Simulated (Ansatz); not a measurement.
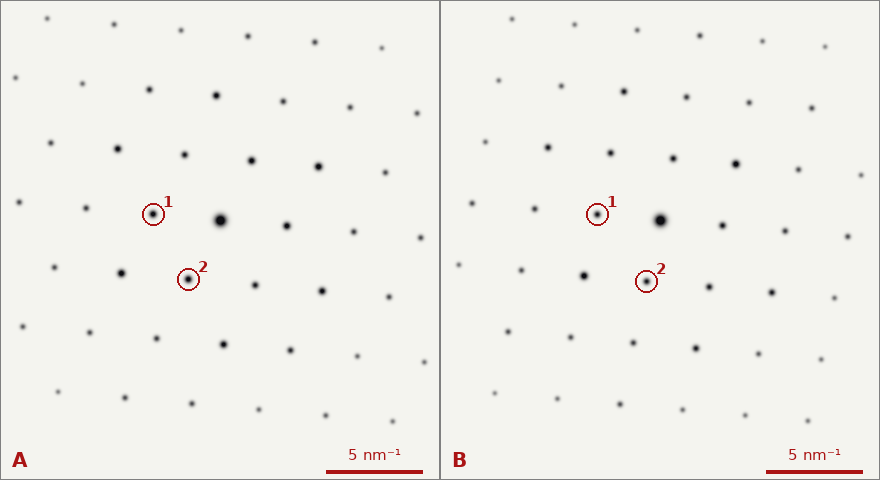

Kinematic electron diffraction patterns (200 kV, B = 0.5 Å², same scale) along [100] of the run's own cell, for the start and the end of one relaxation of Be2Pd with Ansatz 0.2.0, DFT PBE, scalar-relativistic, plane waves, PAW. k mesh 8×8×12. The start is a generated model structure, and the relaxation ends in the nearest stationary point of its symmetry, not necessarily the ground state. Spot 1 is 0 -1 -1 and spot 2 is 0 1 -1 in both.

Start structure:

```
Be Pd
1.0
     5.15341    0.00000    0.00000
     0.00000    5.15341    0.00000
     0.00000    0.00000    3.40777
Be Pd
4 2
Direct
  0.30434 0.30434 0.00000
  0.19566 0.80434 0.50000
  0.69566 0.69566 0.00000
  0.80434 0.19566 0.50000
  0.00000 0.00000 0.00000
  0.50000 0.50000 0.50000
```

Q: Which pattern belongs to the start structure, and which to the relaxed one?

A: A is the start: its cell gives d(1) = 2.843 Å, d(2) = 2.843 Å and an angle of 67.0°. B is the relaxed structure, with d(1) = 3.038 Å (+6.9 %), d(2) = 3.038 Å (+6.9 %) and 82.8°.

Q: Name reflections whose intensity changes strongly on relaxation.

A: 0 4 0 goes from 33 to 11 % of the strongest spot; 0 1 -1 goes from 85 to 48 % of the strongest spot.

Q: What did the relaxation do to the structure and the energy?

A: The volume changed by -5.6 % to 14.24 Å³ an atom; with the mean shift removed, the atoms moved by up to 0.21 Å relative to the cell (Be most); the space group stayed P4_2/mnm (No. 136); the free energy fell by 93 meV an atom. Relaxed cell: a = 4.592 Å, b = 4.592 Å, c = 4.051 Å, α = 90.00°, β = 90.00°, γ = 90.00°.
